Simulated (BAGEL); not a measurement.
# BAsH2F2 (SMILES FB(F)[AsH2]): HF/3-21G (density fitting with qzvpp-jkfit)

What is the vertical singlet–triplet gap of BAsH2F2 at HF/3-21G (density fitting with qzvpp-jkfit)? 

The calculation is run with BAGEL 1.2.2.

3 further runs of the same task are left out: 3 that didn't finish. Runs told in other sessions of the task aren't counted.

## (1) The structure to begin with

BAsH2F2 has 6 atoms, charge 0, and is taken as a singlet. As SMILES, `FB(F)[AsH2]`. The shape comes from GFN2-xTB, which is rough for such elements, and wasn't checked as a minimum.

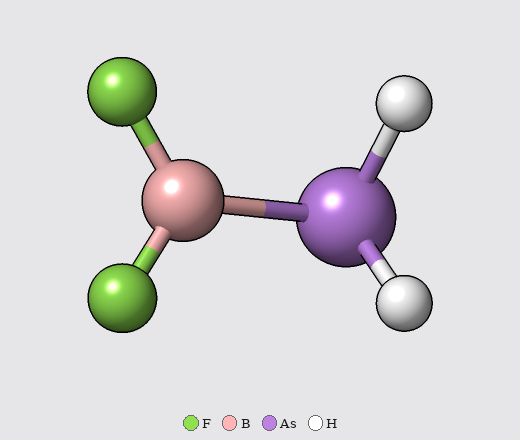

The structure, seen from a chosen angle (fluorine green, boron pink, arsenic purple, hydrogen white).

## (2) A single-point energy at HF/3-21G (density fitting with qzvpp-jkfit)

File calc.json:

```json
{ "bagel" : [

{
  "title" : "molecule",
  "basis" : "3-21g",
  "df_basis" : "qzvpp-jkfit",
  "angstrom" : true,
  "geometry" : [
    { "atom" : "F", "xyz" : [    1.062910,   -1.552530,   -0.329520 ] },
    { "atom" : "B", "xyz" : [    0.044880,   -0.848020,    0.125550 ] },
    { "atom" : "F", "xyz" : [   -0.576600,   -1.422770,    1.138490 ] },
    { "atom" : "As", "xyz" : [   -0.577910,    0.869150,   -0.721970 ] },
    { "atom" : "H", "xyz" : [    0.815010,    1.413670,   -0.816780 ] },
    { "atom" : "H", "xyz" : [   -0.768300,    1.540500,    0.604230 ] }
  ]
},
{
  "title" : "hf"
},
{
  "title" : "print",
  "file" : "orbitals.molden",
  "orbitals" : true
}

]}
```

Run with:

```bash
BAGEL_NUM_THREADS=1 BAGEL calc.json > calc.out
```

The program printed:

```text
* using 1 threads per process

  ===============================================================
  ===============================================================

  *** Geometry ***

  { "atom" : "F", "xyz" : [      2.008609,     -2.933857,     -0.622703 ] },
  { "atom" : "B", "xyz" : [      0.084811,     -1.602526,      0.237255 ] },
  { "atom" : "F", "xyz" : [     -1.089616,     -2.688646,      2.151434 ] },
  { "atom" : "As", "xyz" : [     -1.092092,      1.642455,     -1.364326 ] },
  { "atom" : "H", "xyz" : [      1.540146,      2.671449,     -1.543491 ] },
  { "atom" : "H", "xyz" : [     -1.451877,      2.911123,      1.141829 ] },

  Number of auxiliary basis functions:      531

  Since a DF basis is specified, we compute 2- and 3-index integrals:
    o Being stored without compression. Storage requirement is 0.012 GB

  Number of basis functions:       53
  Number of electrons      :       58

    * METHOD: MOLECULE                             0.24

  *** RHF ***

  === Nuclear Repulsion ===
   236.7249699046

      * DIIS with orbital gradients will be used.

  === RHF iteration (3-21g) ===
      0      -2446.90117200          0.02553796           0.07
      1      -2447.01013890          0.01495262           0.07
      2      -2447.04801745          0.00112341           0.07
      3      -2447.04874284          0.00015292           0.07
      4      -2447.04876343          0.00003174           0.07
      5      -2447.04876435          0.00000779           0.07
      6      -2447.04876439          0.00000206           0.07
      7      -2447.04876440          0.00000076           0.07
      8      -2447.04876440          0.00000035           0.07
      9      -2447.04876440          0.00000009           0.07
     10      -2447.04876440          0.00000002           0.07
     11      -2447.04876440          0.00000001           0.07
    * SCF iteration converged.

    * Permanent dipole moment:
           (   -0.021430,    -0.535367,     0.026348) a.u.

    * METHOD: HF                                   1.00

    * METHOD: PRINT                                0.01

  ===============================================================
```

Wall time 1.4 s (1 thread of Arm Neoverse V2, shared host); peak memory 0.093 GiB.

## (3) The triplet at the same level

File input.json:

```json
{ "bagel" : [

{
  "title" : "molecule",
  "basis" : "3-21g",
  "df_basis" : "qzvpp-jkfit",
  "angstrom" : true,
  "geometry" : [
    { "atom" : "F", "xyz" : [       1.062910,      -1.552530,      -0.329520 ] },
    { "atom" : "B", "xyz" : [       0.044880,      -0.848020,       0.125550 ] },
    { "atom" : "F", "xyz" : [      -0.576600,      -1.422770,       1.138490 ] },
    { "atom" : "As", "xyz" : [      -0.577910,       0.869150,      -0.721970 ] },
    { "atom" : "H", "xyz" : [       0.815010,       1.413670,      -0.816780 ] },
    { "atom" : "H", "xyz" : [      -0.768300,       1.540500,       0.604230 ] }
  ]
},

{ "title" : "uhf", "nopen" : 2 },

{ "title" : "print", "file" : "orbitals.molden", "orbitals" : true }

]}
```

Run with:

```bash
BAGEL_NUM_THREADS=1 BAGEL input.json > input.out
```

The program printed:

```text
* using 1 threads per process

  ===============================================================
  ===============================================================

  *** Geometry ***

  { "atom" : "F", "xyz" : [      2.008609,     -2.933857,     -0.622703 ] },
  { "atom" : "B", "xyz" : [      0.084811,     -1.602526,      0.237255 ] },
  { "atom" : "F", "xyz" : [     -1.089616,     -2.688646,      2.151434 ] },
  { "atom" : "As", "xyz" : [     -1.092092,      1.642455,     -1.364326 ] },
  { "atom" : "H", "xyz" : [      1.540146,      2.671449,     -1.543491 ] },
  { "atom" : "H", "xyz" : [     -1.451877,      2.911123,      1.141829 ] },

  Number of auxiliary basis functions:      531

  Since a DF basis is specified, we compute 2- and 3-index integrals:
    o Being stored without compression. Storage requirement is 0.012 GB

  Number of basis functions:       53
  Number of electrons      :       58

    * METHOD: MOLECULE                             0.24

  *** Open-shell HF ***

  === Nuclear Repulsion ===
   236.7249699046

      * DIIS with orbital gradients will be used.

  === UHF iteration (3-21g) ===
      0      -2446.63904134          0.05136371           0.14
      1      -2446.78208261          0.03035024           0.14
      2      -2446.81594927          0.01708251           0.14
      3      -2446.82988792          0.00158588           0.14
      4      -2446.83153755          0.00090137           0.14
      5      -2446.83230235          0.00055078           0.14
      6      -2446.83278076          0.00017404           0.14
      7      -2446.83281858          0.00007082           0.14
      8      -2446.83282818          0.00002345           0.14
      9      -2446.83282926          0.00001349           0.14
     10      -2446.83282976          0.00000684           0.14
     11      -2446.83282990          0.00000283           0.14
     12      -2446.83282994          0.00000143           0.14
     13      -2446.83282994          0.00000074           0.14
     14      -2446.83282995          0.00000040           0.14
     15      -2446.83282995          0.00000028           0.14
     16      -2446.83282995          0.00000021           0.14
     17      -2446.83282995          0.00000012           0.14
     18      -2446.83282995          0.00000007           0.14
     19      -2446.83282995          0.00000003           0.14
     20      -2446.83282995          0.00000001           0.14
     21      -2446.83282995          0.00000001           0.14
     22      -2446.83282995          0.00000001           0.14
    * SCF iteration converged.

    * S^2 (UHF) is 2.0054

    * Permanent dipole moment:
           (    0.744343,    -1.456613,     0.963324) a.u.

    * METHOD: UHF                                  3.35

    * METHOD: PRINT                                0.01

  ===============================================================
```

Wall time 3.9 s (1 thread of Arm Neoverse V2, shared host); peak memory 0.094 GiB.

## (4) Outcome

Level: HF/3-21G (density fitting with qzvpp-jkfit).

| quantity | value |
| --- | --- |
| singlet: total energy | -2447.04876 Eh |
| singlet: dipole moment | 1.36 D |
| singlet: HOMO energy | -10.54 eV |
| singlet: LUMO energy | 3.46 eV |
| singlet: HOMO–LUMO gap | 14.00 eV |
| triplet: total energy | -2446.83283 Eh |
| triplet: dipole moment | 4.83 D |
| triplet: ⟨S²⟩ | 2.005 |
| vertical energy of the triplet above the singlet | 5.876 eV |

**Reading.** At this shape the triplet lies 5.88 eV (136 kcal/mol) above the singlet.
